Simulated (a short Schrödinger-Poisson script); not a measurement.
System: gated In0.52Al0.48As/In0.53Ga0.47As δ-doped gas in a quantum well, at 20 K.

| layer | material | thickness (nm) | Na (cm⁻³) |
|---|---|---|---|
| 1 | In0.52Al0.48As | 10 | - |
| 2 | In0.52Al0.48As | 10 | - |
| 3 | In0.53Ga0.47As | 8 | - |
| 4 | In0.52Al0.48As | 4000 | 3e15 |

Constants are typed, rounded textbook-type inputs, not results; the design itself was drawn at random and stands for no fabricated device. In0.52Al0.48As: permittivity 12.5, conduction-band edge (eV) 0.52, gap (eV) 1.45, electron mass (mₑ) 0.075, Nv at 300 K (cm⁻³) 1.1e19. In0.53Ga0.47As: permittivity 13.9, conduction-band edge (eV) 0, gap (eV) 0.74, Nv at 300 K (cm⁻³) 7.7e18.

Channel valleys (confinement mass, in-plane density-of-states mass, number): Γ 0.041, 0.041, 1. At the gate the conduction-band edge of layer 1 lies 0.65 eV − eVg above the Fermi level of the channel; the field vanishes at the back. Sheet of ionised δ-doping: +3e12 e/cm² at 10 nm from the gate. The barrier under the gate holds no holes. Gaps are held at their typed values at every temperature. Mesh 0.08 nm at interfaces.

From a short Schrödinger-Poisson script (our own, NumPy): 1D Poisson equation in equilibrium, electrons quantum, Hartree (BenDaniel-Duke, 40 states a valley, the channel's in-plane mass for all, wave functions free to enter the barrier), parabolic valleys, classical holes, full ionisation, no traps, pinning or gate leakage.

Only gate voltages with over 1e8 electrons/cm² are shown.

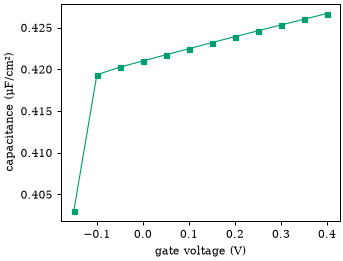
Figure. Quasi-static capacitance against gate voltage

```tsv
Vg (V)	electrons (cm⁻²)	in the channel layer	C (μF/cm²)	Γ E0 (meV)	Γ E1 (meV)
0.4	1.49e12	1.42e12	0.427	-87.0	114.7
0.3	1.22e12	1.17e12	0.425	-71.5	131.3
0.2	9.61e11	9.21e11	0.424	-56.1	147.5
0.1	6.98e11	6.70e11	0.422	-40.7	163.8
0	4.36e11	4.19e11	0.421	-25.4	180.1
-0.1	1.75e11	1.68e11	0.419	-10.2	196.4
```

Subbands count from the Fermi level.
